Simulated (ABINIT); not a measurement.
# Quasiparticle gap of AlN (F-43m) in ABINIT, part 2 of 2

Aim: the G0W0 gap of AlN (F-43m) on PBE, step by step.

ABINIT 10.8.3; PBE and many-body steps on it, plane waves. Known limits of the many-body steps: not at the basis limit.

So far. Step 2 (Ground state): The gap is indirect, with the least direct gap 0.87 eV higher. Step 3 (Bands along the symmetry lines): The gap is 3.325 eV, as in the run before at this level.

## Step 4: Empty states on the mesh, 6×6×6 mesh, 59 bands

Level of this step: DFT, PBE, plane waves, norm-conserving pseudopotentials (ABINIT).

The sums over transitions need many empty states on a uniform mesh; this step solves for them.

File run.abi:

```
acell 3*1.0 Angstrom
rprim 
  -0.000000000000 2.183993559600 2.183993559600
  2.183993559600 -0.000000000000 2.183993559600
  2.183993559600 2.183993559600 -0.000000000000
ntypat 2
znucl 13 7
natom 2
typat 1 2
xred 
  0.000000000000 0.000000000000 0.000000000000
  0.750000000000 0.750000000000 0.750000000000
pp_dirpath "pseudos"
pseudos "Al.upf, N.upf"
ecut 36
ngkpt 6 6 6
nshiftk 1
shiftk 0 0 0
kptopt 1
chksymbreak 0
irdden 1
istwfk *1
nband 59
prtvol 0
optdriver 6
gwr_task "HDIAGO"
paral_kgb 0
occopt 1
indata_prefix "in"
outdata_prefix "out"
tmpdata_prefix "tmp"
```

On the command line:

```bash
$ OMP_NUM_THREADS=1 mpirun -n 4 abinit run.abi > log
```

Numbers of over 12 decimals in the logs are rounded to 6 here.

The log of the run:

```text
[banner, memory and clock lines left out]
.Version 10.8.3 of ABINIT. v10.8.2 released Aug 2026.

 Symmetries : space group F-4 3 m (#216); Bravais cF (face-center cubic)
[... echo of the input left out ...]
== DATASET  1 ==================================================================
-   mpi_nproc: 4, omp_nthreads: 1 (-1 if OMP is not activated)

--- !DatasetInfo
iteration_state: {dtset: 1, }
dimensions: {natom: 2, nkpt: 16, mband: 59, nsppol: 1, nspinor: 1, nspden: 1, mpw: 1464, }
cutoff_energies: {ecut:  36.0, pawecutdg:  -1.0, }
electrons: {nelect:   8.00000000E+00, charge:   0.00000000E+00, occopt:   1.00000000E+00, tsmear:   1.00000000E-02, }

.Using double precision arithmetic; gwpc =  8

- Reading GS density from: in_DEN

--- Pseudopotential description ------------------------------------------------
- Al Generated using ONCVPSP code by D. R. Hamann
- 13.00000   3.00000  171031                  znucl, zion, pspdat
12 -101130 2 -1 1876                          pspcod,pspxc,lmax,lloc,mmax
     nproj     2     2     2
  pspatm : epsatm=    4.08140545
         --- l  ekb(1:nproj) -->
             0    5.126667    0.728291
             1    7.287548    0.832437
             2   -2.770497   -0.637722
 pspatm: atomic psp has been read  and splines computed

- N Generated using ONCVPSP code by D. R. Hamann
-  7.00000   5.00000  171031                  znucl, zion, pspdat
12 -101130 1 -1 1058                          pspcod,pspxc,lmax,lloc,mmax
     nproj     2     2     0
  pspatm : epsatm=    5.20977870
         --- l  ekb(1:nproj) -->
             0    7.494509    0.636305
             1   -4.293905   -1.006988
 pspatm: atomic psp has been read  and splines computed

   7.43294732E+01                                ecore*ucvol(ha*bohr**3)

 Total charge density [el/Bohr^3]
)     Maximum=    5.3984E-01  at reduced coord.    0.7813    0.7813    0.8125
)     Minimum=    1.3366E-03  at reduced coord.    0.0000    0.0000    0.0000
   Integrated=    8.0000E+00

 === KS gaps after direct diagonalization ===
 Indirect band gap semiconductor
 Fundamental gap:     3.325 (eV)
   VBM:     5.159 (eV) at k: [ 0.0000E+00,  0.0000E+00,  0.0000E+00]
   CBM:     8.483 (eV) at k: [ 5.0000E-01,  5.0000E-01,  0.0000E+00]
 Direct gap:         4.192 (eV) at k: [ 0.0000E+00,  0.0000E+00,  0.0000E+00]

== END DATASET(S) ==============================================================

 -outvars: echo values of variables after computation  --------
           etotal      0.0000000000E+00
            nband          59
             nkpt          16
          spgroup         216
 [... the other variables as echoed above ...]

 Calculation completed.
```

Wall time 10 s (4 MPI ranks of Arm Neoverse V2, shared host); peak memory 0.69 GiB; 40 s of CPU time.

Numbers from this step:

```yaml
gap: 3.325 eV
k_of_the_valence_top: 0, 0, 0
k_of_the_conduction_bottom: 0.5, 0.5, 0
least_direct_gap: 4.192 eV
k_points_computed: 16
lowest_point_of_the_top_converged_band_above_the_valence_top: 80.5799 eV
```

On this mesh the gap is 3.325 eV.

## Step 5: Screening, 6×6×6 mesh, 51 bands, screening to 163.3 eV

The RPA dielectric matrix is built and inverted for each q.

This step: RPA screening on PBE, plane waves, norm-conserving pseudopotentials.

run.abi, as its differences from that of step 4:

```diff
@@ -20,10 +20,11 @@
 chksymbreak 0
-irdden 1
 istwfk *1
-nband 59
-prtvol 0
-optdriver 6
-gwr_task "HDIAGO"
-paral_kgb 0
 occopt 1
+irdwfk 1
+optdriver 3
+nband 51
+ecuteps 6
+inclvkb 2
+awtr 1
+symchi 1
 indata_prefix "in"
```

The log of the run:

```text
.Version 10.8.3 of ABINIT. v10.8.2 released Aug 2026.

 Symmetries : space group F-4 3 m (#216); Bravais cF (face-center cubic)
[... echo of the input left out ...]
== DATASET  1 ==================================================================
-   mpi_nproc: 4, omp_nthreads: 1 (-1 if OMP is not activated)

--- !DatasetInfo
iteration_state: {dtset: 1, }
dimensions: {natom: 2, nkpt: 16, mband: 51, nsppol: 1, nspinor: 1, nspden: 1, mpw: 1464, }
cutoff_energies: {ecut:  36.0, pawecutdg:  -1.0, }
electrons: {nelect:   8.00000000E+00, charge:   0.00000000E+00, occopt:   1.00000000E+00, tsmear:   1.00000000E-02, }

 SCREENING: Calculation of the susceptibility and dielectric matrices

 Based on a program developped by R.W. Godby, V. Olevano, G. Onida, and L. Reining.
 Incorporated in ABINIT by V. Olevano, G.-M. Rignanese, and M. Torrent.
.Using double precision arithmetic ; gwpc =  8

[... cell and pseudopotentials left out ...]
--------------------------------------------------------------------------------

 ==== K-mesh for the wavefunctions ====
 Number of points in the irreducible wedge :    16
[... list of points left out ...]
 Together with 24 symmetry operations and time-reversal symmetry
 yields   216 points in the full Brillouin Zone.

 ==== Q-mesh for the screening function ====
 Number of points in the irreducible wedge :    16
[... list of points left out ...]
 Together with 24 symmetry operations and time-reversal symmetry
 yields   216 points in the full Brillouin Zone.

 setmesh: FFT mesh size selected  =    24x   24x   24
          total number of points  =        13824

 vcoul_init : cutoff-mode = AUXILIARY_FUNCTION
 q-points for optical limit:   1
     1)      0.000010    0.000020    0.000030

- screening: taking advantage of time-reversal symmetry
- Maximum band index for partially occupied states nbvw = 4
- Remaining bands to be divided among processors   nbcw = 47
- Number of bands treated by each node ~11

 Number of electrons calculated from density =    8.0000; Expected =    8.0000
 average of density, n =  0.056900
 r_s =    1.6129
 omega_plasma =   23.0097 [eV]

 calculating chi0 at frequencies [eV] :
  1    0.000000E+00    0.000000E+00
  2    0.000000E+00    2.300966E+01

--------------------------------------------------------------------------------
  q-point number  1        q = ( 0.000000, 0.000000, 0.000000) [r.l.u.]
--------------------------------------------------------------------------------
[... chi0 elements left out ...]
 For q-point:  0.000010 0.000020 0.000030
  dielectric constant =   4.3490
  dielectric constant without local fields =   4.7896

  Average fulfillment of the sum rule on Im[epsilon] for q-point    1 :     75.17  [%]
[... wings left out ...]
  q-point number  2        q = ( 0.166667, 0.000000, 0.000000) [r.l.u.]
--------------------------------------------------------------------------------
[... chi0 elements left out ...]
  Average fulfillment of the sum rule on Im[epsilon] for q-point    2 :     90.15  [%]

 [... 14 further q-points ...]
```

Wall time 15 s (4 MPI ranks); peak memory 0.54 GiB.

This step gave:

* ε∞ with local fields, on this mesh, along the program's q direction: 4.349
* the same without local fields: 4.790
* plasma frequency: 23.01 eV
* plane waves in the screening matrix: 113

Local fields lower ε∞ by 9 %.

## Step 6: Self-energy, 6×6×6 mesh, 51 bands, screening to 163.3 eV

The self-energy is evaluated for the states that the input lists, and the levels follow from it, in one-shot runs by the linearised quasiparticle equation.

This step: G0W0 on PBE, plane waves, norm-conserving pseudopotentials.

run.abi, as its differences from that of step 5:

```diff
@@ -23,8 +23,17 @@
 irdwfk 1
-optdriver 3
+optdriver 4
 nband 51
+gwcalctyp 0
+ecutsigx 36
+symsigma 1
+nkptgw 2
+kptgw 
+  0.0000000000 0.0000000000 0.0000000000
+  0.5000000000 0.5000000000 0.0000000000
+bdgw 
+  2 8
+  3 6
 ecuteps 6
-inclvkb 2
-awtr 1
-symchi 1
+irdscr 1
+ppmodel 1
 indata_prefix "in"
```

The log of the run:

```text
.Version 10.8.3 of ABINIT. v10.8.2 released Aug 2026.

 Symmetries : space group F-4 3 m (#216); Bravais cF (face-center cubic)
[... echo of the input left out ...]
== DATASET  1 ==================================================================
-   mpi_nproc: 4, omp_nthreads: 1 (-1 if OMP is not activated)

--- !DatasetInfo
iteration_state: {dtset: 1, }
dimensions: {natom: 2, nkpt: 16, mband: 51, nsppol: 1, nspinor: 1, nspden: 1, mpw: 1464, }
cutoff_energies: {ecut:  36.0, pawecutdg:  -1.0, }
electrons: {nelect:   8.00000000E+00, charge:   0.00000000E+00, occopt:   1.00000000E+00, tsmear:   1.00000000E-02, }

 SIGMA: Calculation of the GW corrections

 Based on a program developped by R.W. Godby, V. Olevano, G. Onida, and L. Reining.
 Incorporated in ABINIT by V. Olevano, G.-M. Rignanese, and M. Torrent.
.Using double precision arithmetic ; gwpc =  8

[... cell and pseudopotentials left out ...]
--------------------------------------------------------------------------------

 ==== K-mesh for the wavefunctions ====
 Number of points in the irreducible wedge :    16
[... list of points left out ...]
 Together with 24 symmetry operations and time-reversal symmetry
 yields   216 points in the full Brillouin Zone.

 ==== Q-mesh for screening function ====
 Number of points in the irreducible wedge :    16
[... list of points left out ...]
 Together with 24 symmetry operations and time-reversal symmetry
 yields   216 points in the full Brillouin Zone.

 vcoul_init : cutoff-mode = AUXILIARY_FUNCTION
 q-points for optical limit:   1
     1)      0.000010    0.000020    0.000030
 setmesh: FFT mesh size selected  =    32x   32x   32
          total number of points  =        32768

 Number of electrons calculated from density =    8.0000; Expected =    8.0000
 average of density, n =  0.056900
 r_s =    1.6129
 omega_plasma =   23.0097 [eV]

 === KS Band Gaps ===
  >>>> For spin  1
   Minimum direct gap =   4.1921 [eV], located at k-point      :   0.0000  0.0000  0.0000
   Fundamental gap    =   3.3248 [eV], Top of valence bands at :   0.0000  0.0000  0.0000
                                       Bottom of conduction at :   0.5000  0.5000  0.0000
 SIGMA fundamental parameters:
 PLASMON POLE MODEL  1
 number of plane-waves for SigmaX                 1459
 number of plane-waves for SigmaC and W            113
 number of plane-waves for wavefunctions          1459
 number of bands                                    51
 number of independent spin polarizations            1
 number of spinorial components                      1
 number of k-points in IBZ                          16
 number of q-points in IBZ                          16
 number of symmetry operations                      24
 number of k-points in BZ                          216
 number of q-points in BZ                          216
 number of frequencies for dSigma/dE                 9
 frequency step for dSigma/dE [eV]                0.25
 number of omega for Sigma on real axis              0
 max omega for Sigma on real axis  [eV]           0.00
 zcut for avoiding poles [eV]                     0.10

 EPSILON^-1 parameters (SCR file):
 dimension of the eps^-1 matrix on file            113
 dimension of the eps^-1 matrix used               113
 number of plane-waves for wavefunctions          1459
 number of bands                                    51
 number of q-points in IBZ                          16
 number of frequencies                               2
 number of real frequencies                          1
 number of imag frequencies                          1

 matrix elements of self-energy operator (all in [eV])

 Perturbative Calculation

--- !SelfEnergy_ee
iteration_state: {dtset: 1, }
kpoint     : [   0.000,    0.000,    0.000, ]
spin       : 1
KS_gap     :    4.192
QP_gap     :    5.520
Delta_QP_KS:    1.328
data: !SigmaeeData |
     Band     E0 <VxcDFT>   SigX SigC(E0)      Z dSigC/dE  Sig(E)    E-E0       E
        2   5.159 -16.959 -20.996   3.222   0.787  -0.270 -17.601  -0.641   4.517
        3   5.159 -16.959 -20.996   3.222   0.787  -0.270 -17.601  -0.641   4.517
        4   5.159 -16.959 -20.996   3.222   0.787  -0.270 -17.601  -0.641   4.517
        5   9.351 -12.531  -8.056  -3.635   0.817  -0.224 -11.845   0.687  10.037
        6  17.748  -9.892  -4.092  -4.936   0.815  -0.227  -9.188   0.704  18.452
        7  17.748  -9.892  -4.092  -4.936   0.815  -0.227  -9.188   0.704  18.452
        8  17.748  -9.892  -4.092  -4.936   0.815  -0.227  -9.188   0.704  18.452

--- !SelfEnergy_ee
iteration_state: {dtset: 1, }
kpoint     : [   0.500,    0.500,    0.000, ]
spin       : 1
KS_gap     :    5.100
QP_gap     :    6.491
Delta_QP_KS:    1.391
data: !SigmaeeData |
     Band     E0 <VxcDFT>   SigX SigC(E0)      Z dSigC/dE  Sig(E)    E-E0       E
        3   3.383 -15.432 -20.146   3.483   0.783  -0.277 -16.396  -0.965   2.419
        4   3.383 -15.432 -20.146   3.483   0.783  -0.277 -16.396  -0.965   2.419
        5   8.483  -9.206  -5.016  -3.680   0.836  -0.196  -8.779   0.426   8.909
        6  13.810  -9.461  -4.383  -4.261   0.839  -0.192  -8.776   0.685  14.495

== END DATASET(S) ==============================================================
================================================================================

 -outvars: echo values of variables after computation  --------
           etotal      0.0000000000E+00
            nband          51
             nkpt          16
          spgroup         216
 [... the other variables as echoed above ...]

 Calculation completed.
```

Wall time 3.7 s (4 MPI ranks); peak memory 0.54 GiB.

This step gave:

* G0W0 gap on the points computed: 4.392 eV
* starting gap on the mesh: 3.325 eV
* k of the valence top: 0, 0, 0
* k of the conduction bottom: 0.5, 0.5, 0
* Z at the valence top: 0.787
* Z at the conduction bottom: 0.836
* least direct G0W0 gap on the computed points: 5.520 eV

The gap on the mesh goes from 3.32 eV to 4.39 eV, a correction of +1.07 eV.

Limits: finite bands, cutoff and mesh. v1 is the top filled band, c1 the lowest empty one. Levels before and after the correction, in eV, zero at the valence-band top of each column:

|  | conduction bottom | valence top |
| --- | --- | --- |
| Kohn-Sham | 3.32 | 0.00 |
| G0W0 | 4.39 | 0.00 |

|  | level | energy (eV) |
| --- | --- | --- |
| Kohn-Sham | Γ v3-v1 | 0.000 |
| Kohn-Sham | Γ c1 | 4.192 |
| Kohn-Sham | Γ c2-c4 | 12.589 |
| Kohn-Sham | (0.5 0.5 0) v2-v1 | -1.775 |
| Kohn-Sham | (0.5 0.5 0) c1 | 3.325 |
| Kohn-Sham | (0.5 0.5 0) c2 | 8.652 |
| G0W0 | Γ v3-v1 | 0.000 |
| G0W0 | Γ c1 | 5.520 |
| G0W0 | Γ c2-c4 | 13.935 |
| G0W0 | (0.5 0.5 0) v2-v1 | -2.098 |
| G0W0 | (0.5 0.5 0) c1 | 4.392 |
| G0W0 | (0.5 0.5 0) c2 | 9.978 |

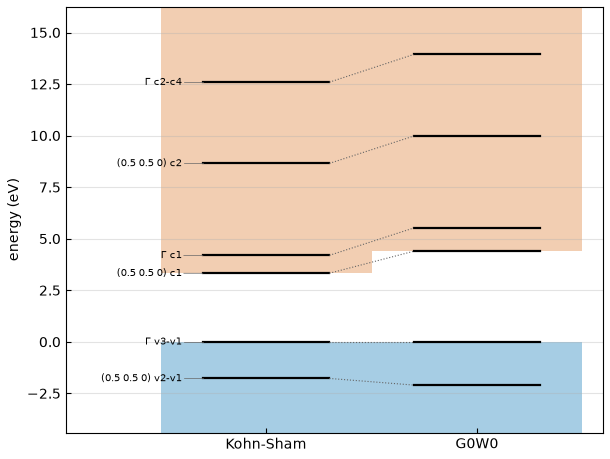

Levels before and after the correction. Shaded: valence and conduction bands.

## Step 7: Where the time went

Times are wall times on 4 MPI ranks of Arm Neoverse V2, shared host, good to a factor of about two.

| step | time | share | memory (GiB) |
| --- | --- | --- | --- |
| ground state | 3.5 s | 10 % | 0.26 |
| bands along the symmetry lines | 3 s | 9 % | 0.07 |
| empty states on the mesh | 10 s | 29 % | 0.69 |
| screening | 15 s | 42 % | 0.54 |
| self-energy | 3.7 s | 11 % | 0.54 |

## Step 8: Summary of results

* PBE gap: 3.32 eV, indirect
* G0W0 gap on the mesh: 4.39 eV
* GW settings: 6×6×6 mesh, 51 bands, screening to 163.3 eV, Godby-Needs plasmon pole
* known limits: not at the basis limit

What this shows: G0W0 moves the gap on the mesh from 3.32 eV to 4.39 eV (+1.07 eV), with Z of 0.79 and 0.84 at the edges. Local fields lower the RPA ε∞ on this mesh from 4.79 to 4.35. Only 2 of the mesh's irreducible points were corrected, so a valley elsewhere could overtake. Bands and cutoff are finite, so the gap is not at the basis limit. The miss can reach some tenths of an eV and take either sign; the mesh is an error of its own. In the G0W0 run levels were corrected at 2 k points alone, so a gap called «on the mesh» is the least over those, and an edge elsewhere would be missed.

[Paths, hosts, dates, memory and timing lines, banners, echoed tables and standing remarks are left out of the program output.]

[Logs are printed without paths, hosts, clocks, repeated set-up lines and the standing remarks that a program may print on its own settings, such as how far it seeks lower states.]

[Runs of the session that timed out or met a known fault of the program may be left out.]

[Hosts, paths, dates, database ids (printed as entryN), source tags and the programs' standing remarks are cut or masked in the printed files.]

[G0W0 gaps are taken among the corrected bands and points alone; a level outside them can change the order at an edge.]

[Where Ansatz stands beside ABINIT at settings called matched, ABINIT's density can come from a denser mesh and the files from another edition; pairs whose starting gaps differed by over 0.03 eV were left out, so agreement reads better than it is.]
